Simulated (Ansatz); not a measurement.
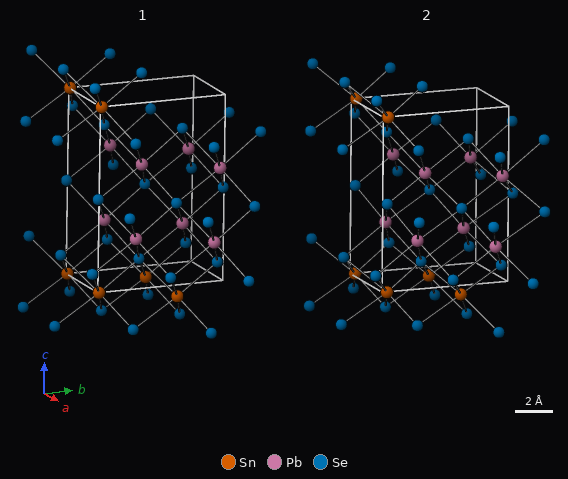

Two geometries of solid SnPb2Se3 (a generated structure, set up in P1) (coarse preliminary run), drawn at one scale. One is the start of a relaxation, the other its converged end. The picture is a ball-and-stick view of the cell of the calculation, repeated 2 × 1 × 1 with one cell outlined, seen slightly off an axis.

Computed with DFT PBE, scalar-relativistic, plane waves, PAW in Ansatz. Settings: plane-wave cutoff 420 eV; k-point mesh 6 × 4 × 2; occupations gaussian; smearing width 0.2 eV; no spin polarisation; cell and atoms relaxed; force threshold 0.025 eV/Å; at most 60 steps.

Which geometry has the lower energy?

Structure 1 is the relaxed one. The largest move relative to the cell is that of a Se atom, 0.31 Å along [−1 −2 0]. Largest moves by element: Se 0.31 Å, Sn 0.20 Å, Pb 0.18 Å. The volume changes by +4.9 %, with a 4.378 → 4.355 Å (−0.5 %), b 7.611 → 7.581 Å (−0.4 %), c 10.096 → 10.685 Å (+5.8 %), α 91.4° → 90.1°, β 89.0° → 90.0°, γ 89.7° → 90.0°. Near-neighbour distances that change, for instance: Pb–Se 2.768 → 3.163 Å, Pb–Se 2.787 → 3.164 Å, Se–Sn 2.595 → 2.960 Å, Pb–Se 3.388 → 3.050 Å. Bond angles that change, for instance: Se–Pb–Se 82.7° → 92.7°, Se–Pb–Se 81.4° → 90.9°, Se–Sn–Se 101.2° → 91.8°. The space group (tolerance 0.01 Å) goes from P1 (No. 1) to Cm (No. 8). The energy falls by 78.7 meV per atom in 7 accepted moves (9 points after the start). The largest force component goes from 1.6 to 0.0079 eV/Å. The pressure goes from 3.68 to 0.00 GPa. The line search rejected the trial step at point 2 of the run. The SCF was repeated once at an unchanged geometry on a basis and grid sized afresh for the cell, which shifted the energy by 0.1 meV per atom at most.
